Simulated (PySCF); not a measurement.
Br₂H₂Si.

Computed with PySCF, PBE/def2-TZVP, geometry: GFN2-xTB. No frequency check shows the geometry to be a minimum. GFN2-xTB bond lengths at metals and heavier atoms can be off by up to 0.1 Å and shapes distorted, which carries into these values.

Input script:

```python
import numpy as np
from pyscf import gto, scf, dft
from pyscf.scf import atom_ks, atom_hf
from scipy.linalg import block_diag

def solve(mol, dm0=None, hcore=None):
    mf = (dft.UKS if mol.spin else dft.RKS)(mol, xc='pbe')
    mf.grids.level = 3
    mf = mf.density_fit(auxbasis='def2-universal-jkfit')
    mf.conv_tol, mf.max_cycle = 1e-8, 80
    if hcore is not None:
        mf.get_hcore = lambda *args: hcore
    mf.kernel(dm0)
    if not mf.converged:
        mf = mf.newton().run(mf.mo_coeff, mf.mo_occ, max_cycle=30)
    assert mf.converged, 'SCF not converged'
    return mf

mol = gto.M(atom='''
Si     0.00004     1.03947     0.00000
Br     1.78663    -0.25925     0.00000
Br    -1.78665    -0.25924     0.00000
H     -0.00013     1.79732    -1.23181
H      0.00013     1.79733     1.23179
''', basis='def2-tzvp', charge=0, spin=0, verbose=4)
mf = solve(mol)
out = dict(e0=mf.e_tot, dm0=mf.make_rdm1(), c=mf.mo_coeff, occ=mf.mo_occ, eps=mf.mo_energy)
for name, dq, spin in [('cation', 1, 1), ('anion', -1, 1)]:
    ion = mol.copy().set(charge=mol.charge + dq, spin=spin).build()
    mi = solve(ion)
    if spin and dq > 0 and mol.nao < 130:
        c, _, stable, _ = mi.stability(return_status=True)
        if not stable:
            mi = solve(ion, mi.make_rdm1(c, mi.mo_occ))
    print(name, 'vertical energy change / eV', (mi.e_tot - mf.e_tot) * 27.211386)
    out.update({'e_' + name: mi.e_tot, 'dm_' + name: mi.make_rdm1(), 's2_' + name: mi.spin_square()[0], 'eps_' + name: mi.mo_energy, 'occ_' + name: mi.mo_occ})
# spherically averaged free atoms, for the promolecule
atm = atom_ks.get_atm_nrks(mol, xc='pbe')
pro = block_diag(*[(atm[a[0]][2] * atm[a[0]][3]) @ atm[a[0]][2].T for a in mol._atom])
np.savez('result.npz', pro=pro, **out)
```

Command:

```sh
OMP_NUM_THREADS=1 python input.py
```

The run took 85 s on 1 thread of Intel(R) Xeon(R) Platinum 8488C (Sapphire Rapids), on a shared host, peak memory 0.58 GiB.

Partitions, critical points and surface values were worked out afterwards from this run's density.

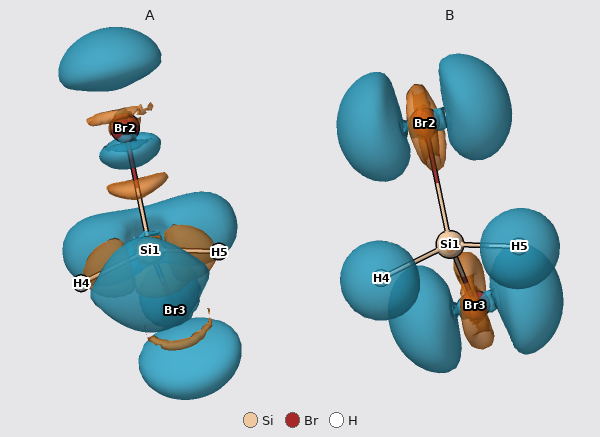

The two Fukui functions at ±0.02 e/Å³ (light blue positive, orange negative).

> Which panel is f⁻ (electron removed) and which f⁺ (electron added)?

A is f⁺, B is f⁻. f⁻ (Hirshfeld-condensed) is largest on Br2 and Br3 (0.35 each); the vertical ionisation energy is 10.21 eV (the stability of the cation's solution wasn't checked). f⁺ (Hirshfeld-condensed) is largest on Si1 (0.29) and Br2 and Br3 (0.28 each); the vertical electron affinity is −1.11 eV (the stability of the anion's solution wasn't checked; negative, but this basis has no diffuse functions, so it doesn't show that the anion is unbound).

> What chemical potential and hardness follow from the two energies?

μ = −(I + A)/2 = −4.55 eV and η = I − A = 11.32 eV.
